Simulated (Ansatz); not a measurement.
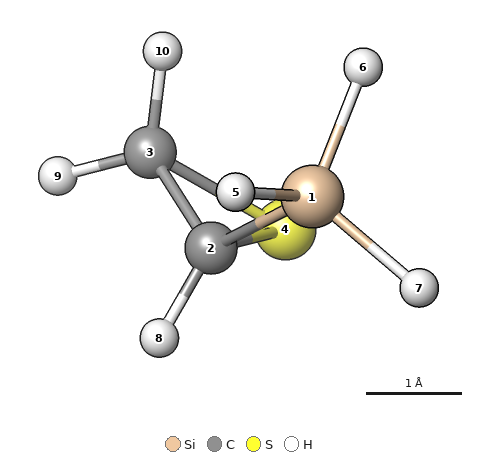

*The input geometry (ball-and-stick view, seen at a tilt; atoms are numbered from 1 in the order of the input).*

Nudged elastic band, with input and output: C$_{2}$H$_{6}$SSi

- system: C$_{2}$H$_{6}$SSi
- method: RKS PBE0/def2-SVP (Ansatz 0.2.0)

It belongs to a series of runs on one base structure; here: band between the two ends. Figures and captions count atoms from 1; the log counts them from 0 in places.

### Input file
```yaml
crystal:
  periodic: [false, false, false]
  atoms:
    - { symbol: Si, position_ang: [-0.952477, 1.031517, 0.286744] }
    - { symbol: C, position_ang: [-0.000493, -0.333333, -0.591828] }
    - { symbol: C, position_ang: [1.23912, -0.895388, 0.005011] }
    - { symbol: S, position_ang: [-0.186907, -1.991493, 0.147581] }
    - { symbol: H, position_ang: [-0.538254, 2.377331, -0.225197] }
    - { symbol: H, position_ang: [-0.653258, 0.942241, 1.746338] }
    - { symbol: H, position_ang: [-2.416646, 0.863655, 0.052931] }
    - { symbol: H, position_ang: [-0.043207, -0.341173, -1.689033] }
    - { symbol: H, position_ang: [2.027773, -1.230803, -0.676758] }
    - { symbol: H, position_ang: [1.607548, -0.473654, 0.947211] }
basis:
  gaussian: { orbitals: def2-SVP }
hamiltonian:
  xc: pbe0
neb:
  order_check: false
  images: 5
  f_tol: 0.05
  max_iterations: 60
  final_atoms:
    - { symbol: Si, position_ang: [-0.96700325, 1.21847031, 0.44075836] }
    - { symbol: C, position_ang: [0.10183443, 0.08327719, -0.5360018] }
    - { symbol: C, position_ang: [1.29312543, -0.63250569, -0.12409412] }
    - { symbol: S, position_ang: [-0.20685476, -1.68276378, -0.33363258] }
    - { symbol: H, position_ang: [-0.4638761, 2.61477494, 0.24777448] }
    - { symbol: H, position_ang: [-1.03504233, 1.00593325, 1.9371493] }
    - { symbol: H, position_ang: [-2.36850689, 1.11728986, -0.07153399] }
    - { symbol: H, position_ang: [-0.01324018, -2.1903104, -1.59775502] }
    - { symbol: H, position_ang: [2.0607773, -0.9073355, -0.87118189] }
    - { symbol: H, position_ang: [1.68198535, -0.67793017, 0.91151726] }
  initial_path:
    images:
      - { positions_ang: [[-0.952477, 1.031517, 0.286744], [-0.000493, -0.333333, -0.591828], [1.23912, -0.895388, 0.005011], [-0.186907, -1.991493, 0.147581], [-0.538254, 2.377331, -0.225197], [-0.653258, 0.942241, 1.746338], [-2.416646, 0.863655, 0.052931], [-0.043207, -0.341173, -1.689033], [2.027773, -1.230803, -0.676758], [1.607548, -0.473654, 0.947211]] }
      - { positions_ang: [[-0.92600227, 1.03873716, 0.30312062], [0.02299076, -0.27394188, -0.60909798], [1.24682164, -0.84848696, -0.00742463], [-0.12308393, -1.92724474, 0.04050279], [-0.48058588, 2.40249384, -0.1292774], [-0.71704338, 0.9150862, 1.76046544], [-2.38268809, 0.94239597, 0.00294821], [-0.21638118, -0.66394221, -1.67768828], [2.06420057, -1.14697721, -0.65468063], [1.59497076, -0.48922018, 0.97413187]] }
      - { positions_ang: [[-0.89952753, 1.04595732, 0.31949724], [0.04647451, -0.21455075, -0.62636796], [1.25452329, -0.80158592, -0.01986026], [-0.05926086, -1.86299647, -0.06657542], [-0.42291775, 2.42765668, -0.0333578], [-0.78082877, 0.8879314, 1.77459288], [-2.34873017, 1.02113695, -0.04703458], [-0.38955537, -0.98671143, -1.66634357], [2.10062813, -1.06315141, -0.63260325], [1.58239352, -0.50478637, 1.00105274]] }
      - { positions_ang: [[-0.8730528, 1.05317748, 0.33587386], [0.06995827, -0.15515963, -0.64363794], [1.26222493, -0.75468488, -0.03229589], [0.0045622, -1.79874821, -0.17365364], [-0.36524963, 2.45281952, 0.06256179], [-0.84461415, 0.8607766, 1.78872032], [-2.31477226, 1.09987792, -0.09701737], [-0.56272955, -1.30948064, -1.65499885], [2.1370557, -0.97932562, -0.61052588], [1.56981629, -0.52035255, 1.02797361]] }
      - { positions_ang: [[-0.90436962, 1.10827509, 0.37083536], [0.08058366, -0.07568069, -0.60775923], [1.2725251, -0.71395848, -0.0628953], [-0.06591012, -1.76008673, -0.22697995], [-0.39812512, 2.50680466, 0.12429936], [-0.90809021, 0.90916215, 1.83819664], [-2.3326838, 1.1056819, -0.08852291], [-0.37956643, -1.60309056, -1.63591757], [2.11162957, -0.95532891, -0.69741121], [1.60720597, -0.57287842, 0.98915482]] }
      - { positions_ang: [[-0.93568643, 1.1633727, 0.40579686], [0.09120905, 0.00379825, -0.57188051], [1.28282526, -0.67323208, -0.09349471], [-0.13638244, -1.72142525, -0.28030627], [-0.43100061, 2.5607898, 0.18603692], [-0.97156627, 0.9575477, 1.88767297], [-2.35059535, 1.11148588, -0.08002845], [-0.19640331, -1.89670048, -1.6168363], [2.08620343, -0.93133221, -0.78429655], [1.64459566, -0.6254043, 0.95033604]] }
      - { positions_ang: [[-0.96700325, 1.21847031, 0.44075836], [0.10183443, 0.08327719, -0.5360018], [1.29312543, -0.63250569, -0.12409412], [-0.20685476, -1.68276378, -0.33363258], [-0.4638761, 2.61477494, 0.24777448], [-1.03504233, 1.00593325, 1.9371493], [-2.36850689, 1.11728986, -0.07153399], [-0.01324018, -2.1903104, -1.59775502], [2.0607773, -0.9073355, -0.87118189], [1.68198535, -0.67793017, 0.91151726]] }
```

Hardware: 2 threads of Intel Xeon @ 2.90GHz (Ice Lake), 16 GiB of memory available, shared host.

Launched with:
```bash
ansatz run input.yaml --threads 2 --pin off --max-ram 3072MiB --backend cpu --events-out ev --progress --plain --runs-dir out
```

### The program's output
```
Engine: ansatz 0.2.0, x86_64-unknown-linux-gnu
Functional definition: PBE0
  parameter a = 0.25
  parameter kappa = 0.804
  parameter beta = 0.06672455060314922
  exchange = (1 - a)*pbe_x(kappa = kappa, mu = beta*pi^2/3) + a*exact_x
  correlation = pbe_c(beta = beta)
1008 factors; integrals over basis functions are off by at most 3.8e-4 eV
mean field evaluation 1: about -20863.0189 eV, gradient 3.9e1 eV
mean field evaluation 2: about -20858.2132 eV, gradient 5.7e1 eV
mean field evaluation 4: about -20866.8369 eV, gradient 1.6e0 eV
mean field evaluation 8: about -20866.8601 eV, gradient 1.1e-1 eV
mean field evaluation 16: about -20866.8602 eV, gradient 2.3e-5 eV
mean field -20866.86016475 eV, -766.8429669889 hartree, gradient 2.3e-5 eV, S^2 0.000000; 0 other end points of the search recorded, 0 dependent functions left out
the calculation of the forces begins
reference -20866.86019043 eV, -766.8429679325 hartree; 24, 24 occupied and 70, 70 virtual orbitals, 1008 factors
1010 factors; integrals over basis functions are off by at most 8.8e-4 eV
mean field evaluation 32: about -20864.1305 eV, gradient 3.3e-5 eV
mean field -20864.13045285 eV, -766.7426519267 hartree, gradient 3.3e-5 eV, S^2 0.000000; 0 other end points of the search recorded, 0 dependent functions left out
[... from here on the field's lines of each further geometry are left out, up to the last ...]
NEB iter   1: max|band force component| = 8.351e0 eV/Å  barrier→ = 4.7296 eV  barrier← = 1.9999 eV  Δτ_max = 0.2000 Å  (189 SCF iters)
NEB iter   2: max|band force component| = 4.148e0 eV/Å  barrier→ = 3.5903 eV  barrier← = 0.8606 eV  Δτ_max = 0.2000 Å  (151 SCF iters)
NEB iter   3: max|band force component| = 3.550e0 eV/Å  barrier→ = 3.3418 eV  barrier← = 0.6120 eV  Δτ_max = 0.0798 Å  (147 SCF iters)
NEB iter   4: max|band force component| = 1.170e0 eV/Å  barrier→ = 3.2168 eV  barrier← = 0.4871 eV  Δτ_max = 0.0565 Å  (148 SCF iters)
NEB iter   5: max|band force component| = 4.183e-1 eV/Å  barrier→ = 3.1564 eV  barrier← = 0.4267 eV  CI = image 4  Δτ_max = 0.0716 Å  (152 SCF iters)
NEB iter   6: max|band force component| = 2.458e-1 eV/Å  barrier→ = 3.1737 eV  barrier← = 0.4440 eV  CI = image 4  Δτ_max = 0.0399 Å  (146 SCF iters)
NEB iter   7: max|band force component| = 1.817e-1 eV/Å  barrier→ = 3.1686 eV  barrier← = 0.4389 eV  CI = image 4  Δτ_max = 0.0349 Å  (141 SCF iters)
NEB iter   8: max|band force component| = 6.356e-2 eV/Å  barrier→ = 3.1654 eV  barrier← = 0.4357 eV  CI = image 4  Δτ_max = 0.0424 Å  (144 SCF iters)
NEB iter   9: max|band force component| = 7.551e-2 eV/Å  barrier→ = 3.1651 eV  barrier← = 0.4354 eV  CI = image 4  Δτ_max = 0.0092 Å  (148 SCF iters)
the calculation of the forces begins
reference -20863.93483341 eV, -766.7354630448 hartree; 24, 24 occupied and 70, 70 virtual orbitals, 1010 factors
1010 factors; integrals over basis functions are off by at most 9.6e-4 eV
mean field evaluation 512: about -20863.6956 eV, gradient 5.1e-5 eV
mean field -20863.69564367 eV, -766.7266729839 hartree, gradient 2.2e-5 eV, S^2 0.000000; 1 other end points of the search recorded, 0 dependent functions left out
the calculation of the forces begins
reference -20863.69566929 eV, -766.7266739256 hartree; 24, 24 occupied and 70, 70 virtual orbitals, 1010 factors
NEB iter  10: max|band force component| = 2.880e-2 eV/Å  barrier→ = 3.1645 eV  barrier← = 0.4348 eV  CI = image 4  Δτ_max = 0.0000 Å  (261 SCF iters)
```

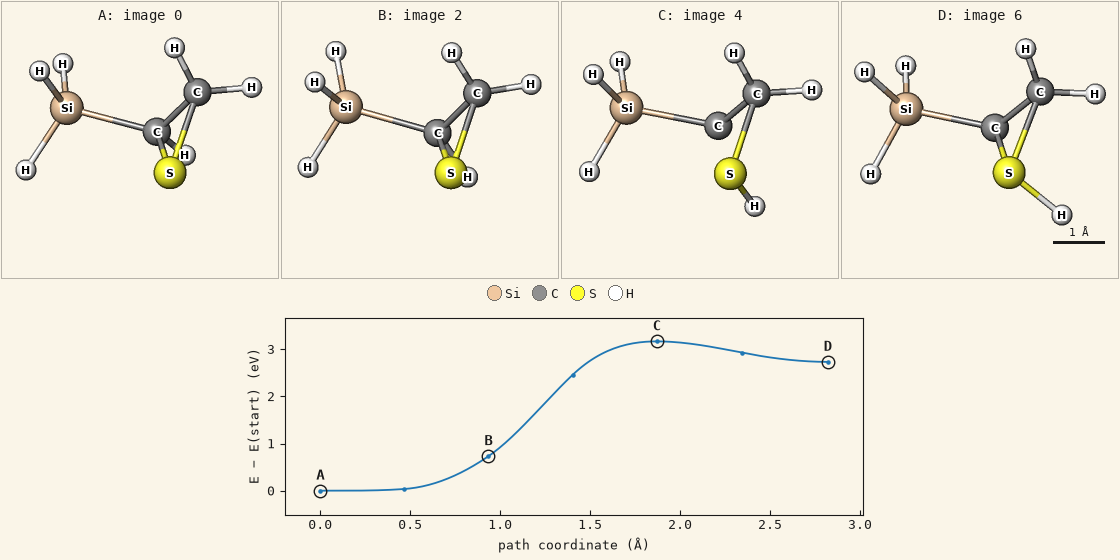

*Images of the last band (counted from 0; ball-and-stick, seen at a tilt) above the energy along the path; the line is a cubic interpolation that uses the forces.*

The highest image is number 4, 3.165 eV above the start and 0.435 eV above the end (the climbing image); the end lies 2.730 eV above the start. The path is 2.82 Å long. The band converged in 10 iterations.

```
Total energy: -20863.69566929 eV, -766.7266739256 hartree
Atom 0 at    -0.907334     1.157890     0.355021 Å, force    -0.004593    -0.028106     0.007550 eV/Å
Atom 1 at     0.197186     0.095694    -0.708194 Å, force    -0.003156    -0.017224     0.006207 eV/Å
Atom 2 at     1.259162    -0.693810    -0.107400 Å, force     0.003208     0.004510    -0.009454 eV/Å
Atom 3 at    -0.144300    -1.881168    -0.174374 Å, force    -0.006982     0.015343    -0.001461 eV/Å
Atom 4 at    -0.463885     2.575664     0.160073 Å, force    -0.000908     0.000990    -0.000648 eV/Å
Atom 5 at    -0.859639     0.845949     1.830800 Å, force     0.006130     0.007496     0.000392 eV/Å
Atom 6 at    -2.324581     1.032539    -0.097677 Å, force    -0.003297     0.013425    -0.006215 eV/Å
Atom 7 at    -0.305409    -1.547927    -1.501692 Å, force     0.006022     0.001025    -0.000348 eV/Å
Atom 8 at     2.104766    -1.046100    -0.716431 Å, force     0.001818     0.002508     0.001652 eV/Å
Atom 9 at     1.527233    -0.589831     0.962873 Å, force     0.001759     0.000033     0.002325 eV/Å
Dipole moment:     0.239280    -0.401963     0.092609 e Å
this run last wrote the band of iteration 10 to [file]
```

### The last band as extended XYZ (Å, eV, eV/Å)
```
10
Properties=species:S:1:pos:R:3:forces:R:3 image=0 energy=-20866.86016
Si   -0.9525    1.0315    0.2867   -0.0023  -0.0074   0.0039
C    -0.0005   -0.3333   -0.5918    0.0023   0.0175  -0.0106
C     1.2391   -0.8954    0.0050   -0.0103   0.0104  -0.0029
S    -0.1869   -1.9915    0.1476    0.0040  -0.0036   0.0024
H    -0.5383    2.3773   -0.2252   -0.0027  -0.0081   0.0014
H    -0.6533    0.9422    1.7463    0.0065   0.0015  -0.0017
H    -2.4166    0.8637    0.0529   -0.0032   0.0033  -0.0032
H    -0.0432   -0.3412   -1.6890   -0.0020  -0.0001   0.0024
H     2.0278   -1.2308   -0.6768    0.0047  -0.0135  -0.0015
H     1.6075   -0.4737    0.9472    0.0029  -0.0001   0.0098
10
Properties=species:S:1:pos:R:3:forces:R:3 image=1 energy=-20866.82426
Si   -0.9507    1.0337    0.2826   -0.0338  -0.0650   0.0168
C    -0.0364   -0.3760   -0.5828   -0.0438  -0.0772   0.0645
C     1.2584   -0.8543   -0.0335   -0.0057  -0.0330   0.0404
S    -0.1023   -2.0053    0.2474   -0.0023   0.0002   0.0761
H    -0.4026    2.3885   -0.0575    0.0319  -0.0999  -0.1007
H    -0.7968    0.8282    1.7526    0.0113  -0.0096  -0.0005
H    -2.3934    1.0081   -0.0945   -0.0309  -0.0176   0.0062
H    -0.1710   -0.5228   -1.6605    0.0631   0.2970  -0.0764
H     2.0424   -1.1691   -0.7314   -0.0488  -0.0582  -0.0028
H     1.6355   -0.3822    0.8806    0.0592   0.0633  -0.0236
10
Properties=species:S:1:pos:R:3:forces:R:3 image=2 energy=-20866.12937
Si   -0.9233    1.0930    0.2785   -0.0807  -0.2397  -0.1462
C     0.0177   -0.2853   -0.6618   -0.5018  -1.0059   0.4556
C     1.2650   -0.8187   -0.0800    0.0362  -0.3805   0.1231
S    -0.1009   -1.9890    0.1394    0.1173  -0.2160   0.9277
H    -0.4344    2.5034    0.0700    0.0917  -0.2793  -0.2225
H    -0.8087    0.8347    1.7543    0.1112  -0.1249  -0.2069
H    -2.3574    1.0369   -0.1062   -0.1182   0.0151  -0.0479
H    -0.2385   -0.8639   -1.5745    0.2099   1.9852  -0.6646
H     2.1003   -1.0996   -0.7286   -0.0254  -0.1440  -0.0530
H     1.5634   -0.4627    0.9118    0.1599   0.3900  -0.1653
10
Properties=species:S:1:pos:R:3:forces:R:3 image=3 energy=-20864.40579
Si   -0.9066    1.1333    0.3105   -0.0534  -0.2798  -0.2998
C     0.1081   -0.1096   -0.7406   -0.7354  -1.6077  -0.2425
C     1.2570   -0.7598   -0.0992    0.0361  -0.4696   0.0135
S    -0.1316   -1.9486   -0.0404    0.1978  -0.5339   1.0092
H    -0.4377    2.5524    0.1299    0.0662  -0.2213  -0.1391
H    -0.8367    0.8437    1.7924    0.1464  -0.1287  -0.2681
H    -2.3309    1.0500   -0.1073   -0.1087   0.0313  -0.0352
H    -0.2682   -1.1869   -1.4757    0.3862   2.9315   0.1293
H     2.1048   -1.0790   -0.7135    0.0559  -0.1154  -0.0157
H     1.5250   -0.5466    0.9469    0.0088   0.3936  -0.1517
10
Properties=species:S:1:pos:R:3:forces:R:3 image=4 energy=-20863.69564
Si   -0.9073    1.1579    0.3550   -0.0046  -0.0281   0.0076
C     0.1972    0.0957   -0.7082   -0.0032  -0.0172   0.0062
C     1.2592   -0.6938   -0.1074    0.0032   0.0045  -0.0095
S    -0.1443   -1.8812   -0.1744   -0.0070   0.0153  -0.0015
H    -0.4639    2.5757    0.1601   -0.0009   0.0010  -0.0006
H    -0.8596    0.8459    1.8308    0.0061   0.0075   0.0004
H    -2.3246    1.0325   -0.0977   -0.0033   0.0134  -0.0062
H    -0.3054   -1.5479   -1.5017    0.0060   0.0010  -0.0003
H     2.1048   -1.0461   -0.7164    0.0018   0.0025   0.0017
H     1.5272   -0.5898    0.9629    0.0018   0.0000   0.0023
10
Properties=species:S:1:pos:R:3:forces:R:3 image=5 energy=-20863.93481
Si   -0.9183    1.1919    0.3957   -0.0030   0.0507   0.0702
C     0.1719    0.1195   -0.6270   -0.0351   0.0259   0.1473
C     1.2850   -0.6416   -0.1017    0.0293   0.0791   0.0149
S    -0.2129   -1.7066   -0.2740   -0.1618   0.3203  -0.1791
H    -0.4960    2.6102    0.1943   -0.0125   0.0756   0.0602
H    -0.8953    0.8898    1.8765   -0.0549   0.1038   0.0823
H    -2.3299    1.0229   -0.0719    0.0114   0.0391   0.0265
H    -0.2071   -1.9135   -1.6019    0.1594  -0.6470  -0.1871
H     2.0974   -1.0073   -0.7527   -0.0261   0.0297  -0.0502
H     1.5884   -0.6165    0.9657    0.0933  -0.0772   0.0150
10
Properties=species:S:1:pos:R:3:forces:R:3 image=6 energy=-20864.13045
Si   -0.9670    1.2185    0.4408    0.0068   0.0167   0.0088
C     0.1018    0.0833   -0.5360   -0.0126  -0.0036   0.0101
C     1.2931   -0.6325   -0.1241   -0.0162  -0.0186   0.0091
S    -0.2069   -1.6828   -0.3336    0.0196   0.0150   0.0022
H    -0.4639    2.6148    0.2478    0.0019  -0.0034  -0.0086
H    -1.0350    1.0059    1.9371   -0.0006  -0.0066  -0.0026
H    -2.3685    1.1173   -0.0715    0.0049  -0.0035  -0.0032
H    -0.0132   -2.1903   -1.5978   -0.0064  -0.0123  -0.0130
H     2.0608   -0.9073   -0.8712    0.0019   0.0134  -0.0001
H     1.6820   -0.6779    0.9115    0.0009   0.0030  -0.0027
```

### Key numbers

| quantity | value |
| --- | --- |
| outcome | converged |
| barrier, forward | 3.164 eV |
| barrier, backward | 0.435 eV |
| wall time | 100 s (CPU time 3.2 min) |
| peak memory | 0.21 GiB |

The order of the saddle point was not checked.
